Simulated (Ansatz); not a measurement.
# BH₂ (doublet): one geometry, many settings at scale of all distances = 1.520

Aim: run BH₂ (doublet) at one geometry under a spread of methods and options, and see what each costs and gives.

Program: Ansatz 0.2.0, Gaussian basis. Level of theory: the settings change from run to run. These are calculated values, not measurements.

11 further runs of the same task are left out: 7 that didn't finish, 4 set aside as unsound or not needed.

## (1) The system

The geometry derives from a PBE0/def2-TZVP stationary point (not a proven minimum). All distances are scaled together.

3 atoms, charge 0, spin multiplicity 2.

Atoms are counted from 1 here; the program's logs count them from 0.

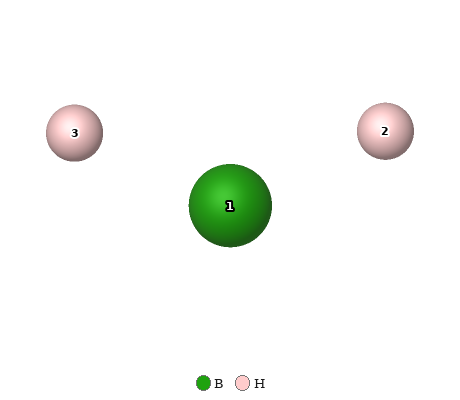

The structure; boron green, hydrogen pink; atoms are numbered from 1 in the order of the file.

## (2) CASSCF(1,3)/STO-3G

in.yaml reads:

```yaml
crystal:
  periodic: [false, false, false]
  atoms:
    - {symbol: B, position_ang: [0.000000, -0.121609, 0.000000]}
    - {symbol: H, position_ang: [0.000000, 0.652182, -1.637052]}
    - {symbol: H, position_ang: [0.000000, 0.652182, 1.637052]}
basis:
  gaussian: {orbitals: STO-3G}
magnetization: {spin_polarized: false, initial_magnetization: 1}
correlation: {active_space: {window: {electrons: 1, orbitals: 3}}}
```

On the command line:

```sh
> ansatz run in.yaml --threads 1 --pin off --events-out ev --progress --plain --max-ram 2393MiB
```

What it wrote:

```text
Functional definition: HF
  name "HF"
  cite "Fock, Z. Phys. 61, 126 (1930) doi:10.1007/BF01340294"
  parent pbe
  exchange = exact_x
  correlation = 0
84 factors; integrals over basis functions are off by at most 6.1e-6 eV
mean field evaluation 1: about -682.5025 eV, gradient 1.3e1 eV
mean field evaluation 2: about -682.5225 eV, gradient 1.2e1 eV
mean field evaluation 4: about -684.2386 eV, gradient 2.3e0 eV
mean field evaluation 8: about -684.5726 eV, gradient 7.2e-4 eV
mean field evaluation 16: about -682.5030 eV, gradient 1.1e-4 eV
mean field -684.57261092 eV, -25.1575794314 hartree, gradient 5.7e-7 eV, S^2 0.750000; 2 other end points of the search recorded, 0 dependent functions left out
reference -684.57261092 eV, -25.1575794314 hartree; 4, 3 occupied and 3, 4 virtual orbitals, 84 factors
state -684.57261092 eV, -25.1575794314 hartree
Total energy: -684.57261092 eV, -25.1575794314 hartree
```

It took 0.09 s on 1 thread of Intel Xeon Platinum 8375C at 2.90GHz, shared host.

From the report: 3 determinants; active occupations 1.00, 0.00, 0.00. With so small a space the active step adds no correlation: the energy is the mean field's.

## (3) CCSD/x2c-TZVPPall

in.yaml reads:

```yaml
crystal:
  periodic: [false, false, false]
  atoms:
    - {symbol: B, position_ang: [0.000000, -0.121609, 0.000000]}
    - {symbol: H, position_ang: [0.000000, 0.652182, -1.637052]}
    - {symbol: H, position_ang: [0.000000, 0.652182, 1.637052]}
basis:
  gaussian: {orbitals: x2c-TZVPPall}
magnetization: {spin_polarized: true, initial_magnetization: 1}
hamiltonian: {xc: {name: r2SCAN}}
correlation: {method: ccsd, electrons: valence}
```

The command is unchanged.

What it wrote, shortened:

```text
Functional definition: r2SCAN
  name "r2SCAN"
  cite "Furness, Kaplan, Ning, Perdew & Sun, J. Phys. Chem. Lett. 11, 8208 (2020) doi:10.1021/acs.jpclett.0c02405"
  cite "Furness, Kaplan, Ning, Perdew & Sun, J. Phys. Chem. Lett. 11, 9248 (2020) doi:10.1021/acs.jpclett.0c03077"
  parent r2scan
[...]
340 factors; integrals over basis functions are off by at most 7.3e-4 eV
[...]
mean field -701.77443947 eV, -25.7897349708 hartree, gradient 1.9e-6 eV, S^2 0.767187; 0 other end points of the search recorded, 0 dependent functions left out
1 core orbitals not correlated: weight in the atoms' cores, before any rotation towards them, 1.000 or more for the frozen orbitals, at most 0.000 for the correlated occupied ones
reference -696.81420936 eV, -25.6074498764 hartree; 3, 2 occupied and 55, 56 virtual orbitals, 340 factors
second order -2.55296971 eV of doubles, -0.14879785 eV of singles
cycle   1  -3.07953755 eV  change   -3.8e-1 eV  update   6.9e-2
[...]
cycle  12  -3.37918841 eV  change   -1.9e-6 eV  update   4.6e-6
Total energy: -700.19339777 eV, -25.7316327599 hartree
Relativity: scalar
```

Wall time 1.7 s (1 thread of Intel Xeon Platinum 8375C at 2.90GHz, shared host).

From the report: ⟨S²⟩ of the determinant 0.767 (pure doublet: 0.75); correlation -3.3792 eV; T1 0.017; largest double amplitude 0.09. The orbitals are Kohn-Sham ones, so correlation energy and T1 don't compare with those on Hartree-Fock orbitals.

## (4) CCSDT on ROHF/def2-SVPD

in.yaml reads:

```yaml
crystal:
  periodic: [false, false, false]
  atoms:
    - {symbol: B, position_ang: [0.000000, -0.121609, 0.000000]}
    - {symbol: H, position_ang: [0.000000, 0.652182, -1.637052]}
    - {symbol: H, position_ang: [0.000000, 0.652182, 1.637052]}
basis:
  gaussian: {orbitals: def2-SVPD}
magnetization: {spin_polarized: false, initial_magnetization: 1}
correlation: {method: ccsdt, electrons: all, diis_vectors: 1}
```

The command is unchanged.

What it wrote, shortened:

```text
Functional definition: HF
  name "HF"
  cite "Fock, Z. Phys. 61, 126 (1930) doi:10.1007/BF01340294"
  parent pbe
[...]
613 factors; integrals over basis functions are off by at most 1.7e-7 eV
[...]
mean field -695.94598459 eV, -25.5755432045 hartree, gradient 3.2e-6 eV, S^2 0.750000; 3 other end points of the search recorded, 0 dependent functions left out
[...]
determinant -695.94598459 eV, -25.5755432045 hartree, with singles and doubles -699.02260778 eV, -25.6886070213 hartree
determinant -694.24607647 eV, -25.5130727332 hartree, with singles and doubles -697.76603391 eV, -25.6424287835 hartree
reference -695.94598459 eV, -25.5755432045 hartree; 4, 3 occupied and 32, 33 virtual orbitals, 613 factors
second order -2.18433873 eV of doubles, -0.03862062 eV of singles
cycle   1  -2.71269043 eV  change   -4.9e-1 eV  update   8.0e-2
[...]
cycle  32  -3.21292392 eV  change   -1.7e-7 eV  update   3.9e-7
Total energy: -699.15890851 eV, -25.6936159807 hartree
```

It took 6 s on 1 thread of Intel Xeon Platinum 8375C at 2.90GHz, shared host.

From the report: correlation -3.2129 eV; T1 0.032; largest double amplitude 0.09.

## (5) CCSDT on UHF/def2-SVPD

in.yaml reads:

```yaml
crystal:
  periodic: [false, false, false]
  atoms:
    - {symbol: B, position_ang: [0.000000, -0.121609, 0.000000]}
    - {symbol: H, position_ang: [0.000000, 0.652182, -1.637052]}
    - {symbol: H, position_ang: [0.000000, 0.652182, 1.637052]}
basis:
  gaussian: {orbitals: def2-SVPD, point_charges: [{charge: -0.50, position_ang: [3.370, -0.315, -0.624]}]}
magnetization: {spin_polarized: true, initial_magnetization: 1}
correlation: {method: ccsdt, electrons: all}
output: {forces: true}
```

The command is unchanged.

What it wrote, shortened:

```text
Functional definition: HF
  name "HF"
  cite "Fock, Z. Phys. 61, 126 (1930) doi:10.1007/BF01340294"
  parent pbe
[...]
616 factors; integrals over basis functions are off by at most 1.6e-7 eV
[...]
mean field -696.25128226 eV, -25.5867626869 hartree, gradient 2.7e-6 eV, S^2 0.884817; 5 other end points of the search recorded, 0 dependent functions left out
determinant -696.25128226 eV, -25.5867626869 hartree, with singles and doubles -699.15584568 eV, -25.6935034241 hartree
determinant -694.73684340 eV, -25.5311080855 hartree, with singles and doubles -697.67234214 eV, -25.6389856745 hartree
determinant -693.67202150 eV, -25.4919766024 hartree, with singles and doubles -695.62079871 eV, -25.5635928439 hartree
determinant -693.59718128 eV, -25.4892262750 hartree, with singles and doubles -696.13221563 eV, -25.5823870692 hartree
reference -696.25128226 eV, -25.5867626869 hartree; 4, 3 occupied and 32, 33 virtual orbitals, 616 factors
second order -1.91967665 eV of doubles, -0.00000000 eV of singles
cycle   1  -2.39466217 eV  change   -4.7e-1 eV  update   8.4e-2
[...]
cycle  21  -3.02664308 eV  change   -1.7e-7 eV  update   3.9e-7
[...]
Total energy: -699.27792534 eV, -25.6979897687 hartree
Atom 0 at     0.000000    -0.121609     0.000000 Å, force     0.124369     2.385212    -0.083301 eV/Å
Atom 1 at     0.000000     0.652182    -1.637052 Å, force    -0.020170    -1.204630     3.031839 eV/Å
Atom 2 at     0.000000     0.652182     1.637052 Å, force     0.006377    -1.183760    -2.981908 eV/Å
Dipole moment:     0.114118    -0.058563    -0.034799 e Å
```

Run time: 32 s. Hardware: 1 thread of Intel Xeon Platinum 8375C at 2.90GHz, shared host; peak memory 0.45 GiB.

From the report: ⟨S²⟩ of the determinant 0.885 (pure doublet: 0.75); correlation -3.0266 eV; T1 0.049; largest double amplitude 0.08.

## (6) All runs side by side

```tsv
level	correlated	functions	energy (eV)	time
CASSCF(1,3)/STO-3G		7	-684.5726	0.09 s
CCSD/x2c-TZVPPall (on r2SCAN orbitals)	valence	59	-700.1934	1.7 s
CCSDT on ROHF/def2-SVPD	all	36	-699.1589	6 s
CCSDT on UHF/def2-SVPD (beside a point charge)	all	36	-699.2779	32 s
```

## (7) Summary of results

| quantity | value |
| --- | --- |
| runs | 4 |
| quickest | CASSCF(1,3)/STO-3G, 0.09 s |
| slowest | CCSDT on UHF/def2-SVPD (beside a point charge), 32 s |

What this shows: Total energies in different bases, with other cores or another treatment of relativity can't be set against each other. CCSDT on UHF/def2-SVPD (beside a point charge) took 350 times as long as CASSCF(1,3)/STO-3G; the jobs differ in more than the method.
